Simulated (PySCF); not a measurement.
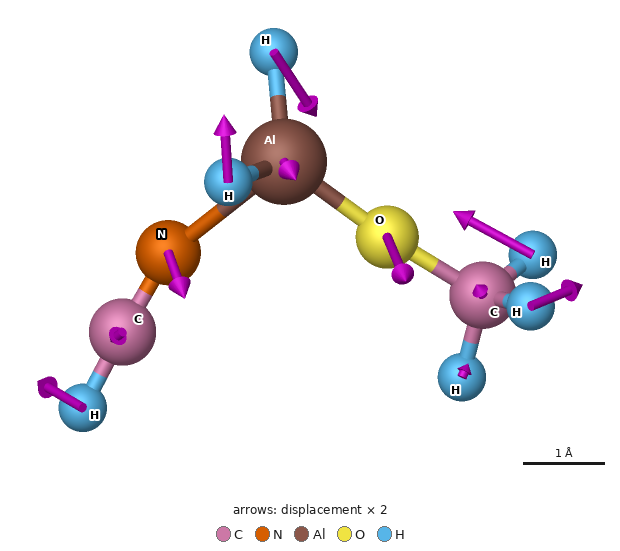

This is a relaxation of C2H6AlNO. The starting structure is drawn; purple arrows show the displacements, 2 times their true length. The two geometries are superimposed by the best rigid fit.

The picture is a ball-and-stick view, seen at a tilt.

The start comes from GFN2-xTB. Its atoms were then displaced at random by about 0.01 Å.

Level of theory: PySCF, PBE0-D3(BJ)/def2-SVP geometry optimisation, gas phase. 

Describe the change and its energy.

The atom that moves furthest after the best rigid fit is the O atom (0.71 Å). By element the largest moves are O 0.71 Å, H 0.59 Å, N 0.38 Å, Al 0.21 Å, C 0.15 Å. Near-neighbour distances that change, for instance: Al–O 1.621 → 1.724 Å, Al–H 1.530 → 1.600 Å, Al–N 2.047 → 2.097 Å, C–O 1.415 → 1.381 Å. Bond angles that change, for instance: Al–O–C 175.2° → 133.8°, C–N–Al 149.2° → 176.9°, N–Al–H 90.3° → 97.0°. Over 27 geometry steps the energy falls by 38.3 kJ/mol. The run took 110 s on 1 thread of Arm Neoverse V1, on a shared host.
